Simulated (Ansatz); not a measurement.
# Energy landscape of ZnSnN$_{2}$

7 relaxations of ZnSnN2 ended in 7 distinct structures. Computed with r2SCAN (plane waves to 500 eV, PAW, scalar-relativistic; Ansatz, a quantum-chemistry and plane-wave program).

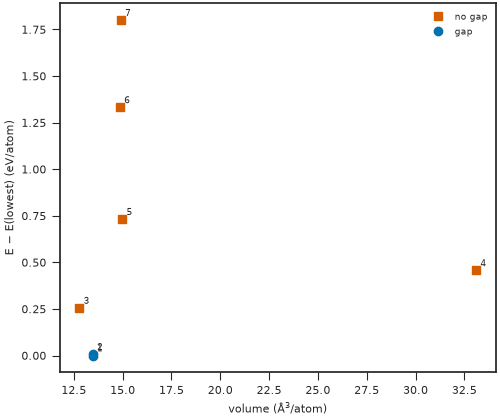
Fig. 1. Energy against volume of the distinct structures, numbered as in the table

| # | space group | Pearson | type | E − E(lowest) (eV/atom) | V (Å³/atom) | gap (eV, no SOC) | coordination | runs ending here | spin order |
|---|---|---|---|---|---|---|---|---|---|
| 1 | Pna2₁ | oP16 | – | 0.000 | 13.47 | 0.53 | – | 1 | non-magnetic |
| 2 | I-42d | tI16 | chalcopyrite type | 0.007 | 13.48 | 0.39 | Zn 4 (tetrahedral), Sn 4 (tetrahedral), N 4 (tetrahedral) | 1 | non-magnetic |
| 3 | P-6m2 | hP4 | – | 0.26 | 12.78 | 0.00 | – | 1 | non-magnetic |
| 4 | Pmmm | oP4 | – | 0.46 | 33.11 | 0.00 | – | 1 | non-magnetic |
| 5 | P4mm | tP4 | – | 0.73 | 14.99 | 0.00 | – | 1 | non-magnetic |
| 6 | I4₁/amd | tI16 | – | 1.33 | 14.86 | 0.00 | – | 1 | non-magnetic |
| 7 | P4/mmm | tP8 | – | 1.80 | 14.91 | 0.00 | – | 1 | ferrimagnetic in a cell of 8 atoms |

Coordination numbers (neighbours up to the widest gap in distance over summed covalent radii, below 1.35; n+m marks a second, longer set; metal–metal contacts left out). Pna2₁, oP16, non-magnetic is the lowest among the structures calculated here.

ZnSnN2 has the orthorhombic space group Pna2₁ (No. 33), Pearson symbol oP16. Lattice parameters: a = 5.8466 Å, b = 6.7330 Å, c = 5.4742 Å, α = 90.00°, β = 90.00°, γ = 90.00°. Zn on 4a is coordinated by 4 N at 2.046–2.066 Å (tetrahedral). Sn on 4a is coordinated by 4 N at 2.059–2.075 Å (tetrahedral). N1 on 4a is surrounded by 2 Zn at 2.046–2.066 Å and 2 Sn at 2.068–2.075 Å (tetrahedral). N2 on 4a is coordinated by 2 Zn at 2.047–2.052 Å and 2 Sn at 2.059–2.071 Å (tetrahedral). (Neighbours: up to the widest gap in distance over summed covalent radii, below 1.35, at either atom; cation-cation and far metal-metal contacts left out.)

Probably no minimum, since a slightly shaken restart fell lower: P4mm, tP4, non-magnetic (by 0.48 eV/atom, to P-6m2). 1 run with a doubtful electronic state, a coarser numerical grid, an end not at rest or a source that can't be used is left out. Each run could gain symmetry but not lose that of its start, so entries can be saddle points. All of these are generated cells (placed on structure types, drawn at random, substituted or restacked) that were not matched to a known phase here. Each structure is listed in the lowest spin state found for it. Energies are at zero temperature and pressure, without zero-point motion. Spin states reached: non-magnetic, ferrimagnetic; non-magnetic ones ran without spin or lost their moments; spin orders were not searched systematically. Gaps of cells over 8 atoms come from the SCF mesh and high-symmetry points alone.
